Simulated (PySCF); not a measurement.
SMILES CCC[CH2][AlH][CH3] (C5H13Al), singlet at its GFN2-xTB optimised geometry (Å):

```
19

Al     0.4366    -1.8457     0.0000
H     -0.2774    -3.2235     0.0359
C      2.4260    -1.8457     0.0000
H      2.8630    -1.2665    -0.8220
H      2.8128    -2.8674    -0.0977
H      2.8596    -1.4374     0.9207
C     -0.7435    -0.2262     0.0000
C     -0.0897     0.9150     0.8017
C     -0.8195     2.2546     0.6763
C     -2.2106     2.2349     1.2998
H     -0.9523     0.1487    -1.0141
H     -1.7300    -0.4579     0.4266
H     -0.0379     0.6327     1.8582
H      0.9412     1.0513     0.4561
H     -0.2226     3.0278     1.1679
H     -0.9002     2.5226    -0.3803
H     -2.1544     1.9373     2.3452
H     -2.8630     1.5390     0.7783
H     -2.6621     3.2235     1.2488
```

Computed with PBE0/def2-SVP (PySCF). Cells within 0.4 Å of a nucleus heavier than hydrogen are left out (blank, or x).

Map of the log10 of the electron density (e/bohr³), floored at −4 on the plane z = 0.0 Å:

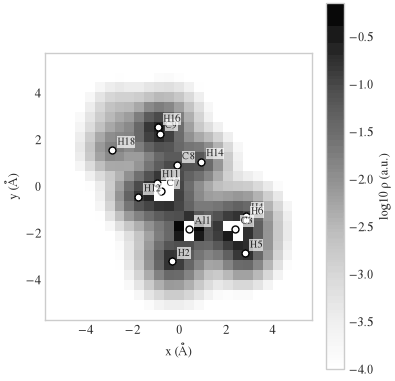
Fig. 1. Log10 of the electron density (e/bohr³), floored at −4 on the plane z = 0.0 Å.
